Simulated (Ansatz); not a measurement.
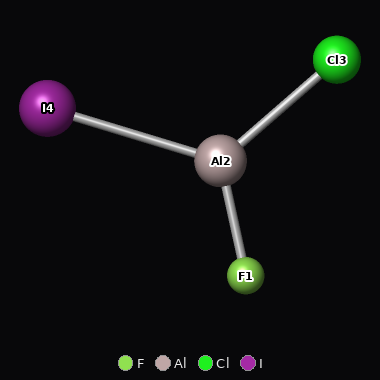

The system is AlClFI, SMILES [F][Al]([Cl])[I]; the picture shows the grid point nearest to the relaxed geometry. 
- Two internal coordinates are moved rigidly from the geometry relaxed at PBE0-D4/def2-TZVP, all others fixed.
- The first coordinate is: bond F1–Al2; the second: angle F1–Al2–Cl3.
- The grid has 5 × 5 points.
- Points are written as (first, second).
- Energies are in eV, from the lowest grid point.
- These are results of RKS PBE0-D4/def2-TZVPP in Ansatz, not measurements.

Its coordinates:

```
atom    x (Å)    y (Å)    z (Å)
   F   0.4823   0.6540   1.5687
  Al   0.1081   0.0072   0.1777
  Cl   1.0412  -1.7560  -0.3746
   I  -1.5356   1.1027  -1.2437
```

Range: bond F1–Al2 from 1.439 to 2.289 Å; angle F1–Al2–Cl3 from 94.5 to 142.5°.

> What landscape does the calculation give?

The lowest grid point is at (1.579 Å, 118.5°). The bottom of the well lies between grid points, at about (1.638 Å, 119°), about 0.055 eV lower on the interpolated surface. No other kind of well shows on this grid. The highest grid point, (2.289 Å, 142.5°), lies 2.64 eV above the lowest. Round the minimum the two coordinates are nearly uncoupled.

| angle F1–Al2–Cl3 ↓, bond F1–Al2 → | 1.439 | 1.579 | 1.784 | 2.024 | 2.289 |
| --- | --- | --- | --- | --- | --- |
| 142.5 | 1.27 | 0.43 | 0.59 | 1.50 | 2.64 |
| 130.5 | 0.92 | 0.10 | 0.30 | 1.26 | 2.44 |
| 118.5 | 0.81 | 0.00 | 0.21 | 1.18 | 2.37 |
| 106.5 | 0.94 | 0.11 | 0.30 | 1.25 | 2.43 |
| 94.5 | 1.33 | 0.46 | 0.60 | 1.50 | 2.64 |

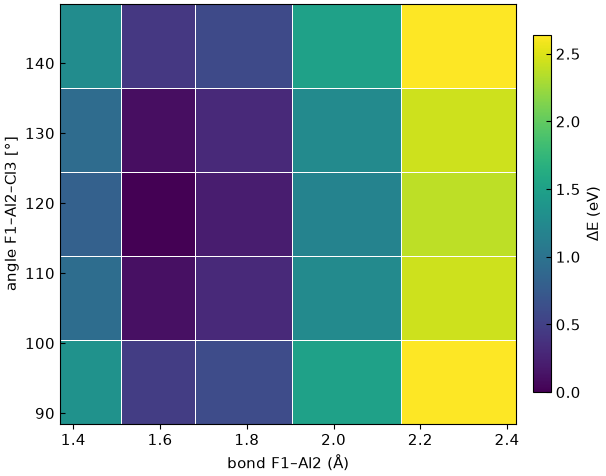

The picture shows one coloured cell a grid point.
